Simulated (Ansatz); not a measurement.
# Hf3Ge (I4/mmm): convergence test of the k-point mesh from a Python script

How fine a k-point mesh does Hf3Ge (I4/mmm) need? Aim: a convergence test of the k-point mesh, for Hf3Ge (I4/mmm), run from a script.

Computed with Ansatz 0.2.0 through its Python package. Level of theory: DFT PBEsol, plane waves, PAW.

### 1 The structure

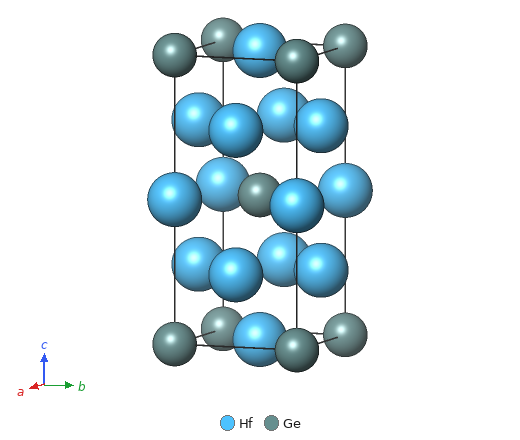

The starting structure, viewed slightly off an axis; hafnium blue, germanium teal. The cell is the conventional one. Atoms on cell faces are repeated.

The script holds or builds the structure itself.

### 2 Script

Input file kconv_hf3ge.py:

```python
'''Convergence of Hf3Ge with the k-point mesh.'''

import ansatz
import matplotlib.pyplot as plt

structure = (
    ansatz.Lattice.of((-2.093974, 2.093974, 4.63807), (2.093974, -2.093974, 4.63807), (2.093974, 2.093974, -4.63807))
    .atom('Hf', (0.75, 0.25, 0.5))
    .atom('Hf', (0.25, 0.75, 0.5))
    .atom('Hf', (0.5, 0.5, 0.0))
    .atom('Ge', (0.0, 0.0, 0.0))
)

calculation = (
    structure.calculation()
    .functional('pbesol')
    .occupations('Fermi-Dirac', width=0.1)
    .scf(tolerance=1e-10)
)

rows = []
for value in [(3, 3, 3), (4, 4, 4), (5, 5, 5), (6, 6, 6), (8, 8, 8), (9, 9, 9)]:
    data = calculation.kpoints(*value).run(threads=1).report
    rows.append((value, data['free_energy_ev'] / len(data['lattice']['sites']), data['n_iterations'], data['n_kpoints']))

print('        mesh   F/atom (eV)    iterations      k-points')
for row in rows:
    print(f'{str(row[0]):>12s}  {row[1]:12.5f}  {row[2]:12d}  {row[3]:12d}')

# differences from the last row
for row in rows[:-1]:
    shift = 1000 * (row[1] - rows[-1][1])
    print(f'{row[0]}: {shift:+.2f} meV/atom' + ('  (within 2 meV)' if abs(shift) < 2 else ''))
plt.figure(figsize=(4.5, 3))
plt.plot([str(row[0]) for row in rows], [1000 * (row[1] - rows[-1][1]) for row in rows], 'o-')
plt.xlabel('mesh')
plt.ylabel('F - F(last) (meV/atom)')
plt.tight_layout()
plt.savefig('kconv.png', dpi=100)
```

### 3 The run

On the command line:

```console
python kconv_hf3ge.py
```

What it wrote:

```text
DeckWarning: basis.ecutwfc = 420 eV, auto-derived from the records' recommended cutoffs: set by Hf (normal level)
        mesh   F/atom (eV)    iterations      k-points
   (3, 3, 3)  -12762.17226            11             6
   (4, 4, 4)  -12762.19742            11            13
   (5, 5, 5)  -12762.19145            11            18
   (6, 6, 6)  -12762.18933            11            30
   (8, 8, 8)  -12762.19026            11            59
   (9, 9, 9)  -12762.19001            11            75
(3, 3, 3): +17.75 meV/atom
(4, 4, 4): -7.41 meV/atom
(5, 5, 5): -1.45 meV/atom  (within 2 meV)
(6, 6, 6): +0.67 meV/atom  (within 2 meV)
(8, 8, 8): -0.26 meV/atom  (within 2 meV)
```

(Warnings from the package without file and line.)

Wall time 61 s (1 thread of Arm Neoverse V1, shared host); peak memory 0.62 GiB.

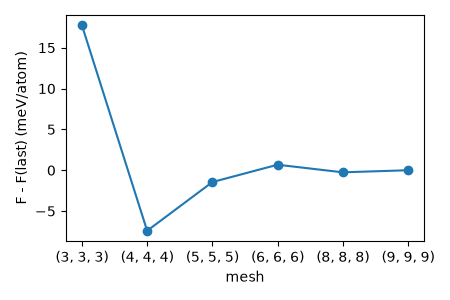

The script's own figure, kconv.png.

### 4 Run by run

One row for each of the 6 runs:

```
run     k mesh  energy from run 6 (meV/atom)  SCF cycles  CPU time (s)
  1  [3, 3, 3]                         17.75          11           2.2
  2  [4, 4, 4]                         -7.41          11             4
  3  [5, 5, 5]                         -1.45          11           5.7
  4  [6, 6, 6]                          0.67          11           8.7
  5  [8, 8, 8]                         -0.26          11            17
  6  [9, 9, 9]                          0.00          11            21
```

Energies are free energies F = E - TS of the smeared occupations. 

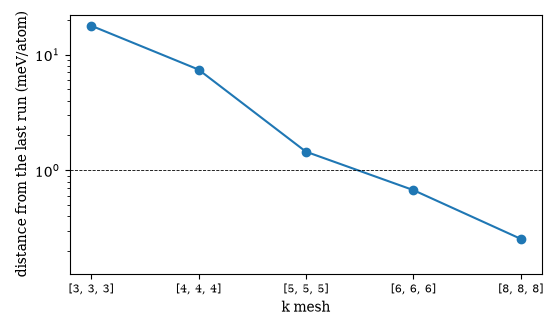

How far each run lies from the last one; the dashed line marks 1 meV/atom.

### 5 Summary of results

| quantity | value |
| --- | --- |
| runs compared | 6 |
| last run but one, from the last | -0.26 meV/atom |
| within 5 meV/atom of the last run from | [5, 5, 5] |

From 5×5×5 on it stays within 2 meV an atom of the value at 9×9×9; the first row (3×3×3) is off by 17.7 meV and the last but one by 0.26 meV. This holds for F at a smearing of 0.1 eV; a narrower one needs a denser mesh. It goes up and down, since the sum over k-points isn't variational. The last run costs about 9.8 times the first. Notes:
- The run is spin-unpolarised.
- Spin-orbit coupling, which matters for elements this heavy, is left out.
- The structure comes from a database of computed cells and needn't be a stable or known phase.
- Shifts are counted from the finest mesh, which is itself no proven limit.
